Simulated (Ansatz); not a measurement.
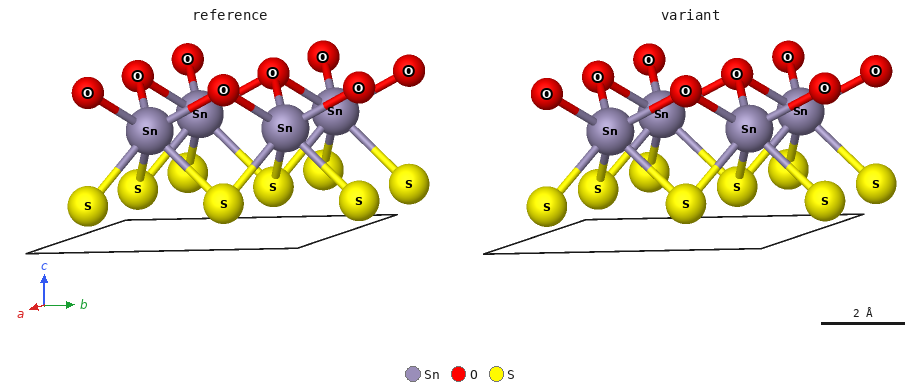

Left: a slab of composition SnSO at its r2SCAN-relaxed geometry. Right: the same structure after one change, at the same scale. Style: ball-and-stick. Shown: the 2 × 2 repeat of the cell, outlined in the plane, without the vacuum, slightly off an axis.

Level of theory: Ansatz 0.2.0, DFT, HSE06, plane waves, PAW. (plane-wave cutoff 420 eV; k-point mesh 6 × 6 × 1; occupations fermi dirac; smearing width 0.02 eV; no spin polarisation)

### What distinguishes the right structure from the left one?

The cell is strained by 0.0 % along the normal (+c) and +2.5 % across it (volume +5.1 %). The atoms were relaxed with r2SCAN under that strain, and this is a single point on that geometry.

### What does the change do?

The energy rises by 24.4 meV per atom. The largest force is 0.36 eV/Å, on the S atom, along the normal (+c). Near-neighbour distances before and after: O–Sn 2.209 → 2.246 Å, S–Sn 2.554 → 2.585 Å. The space group stays P3m1 (No. 156).
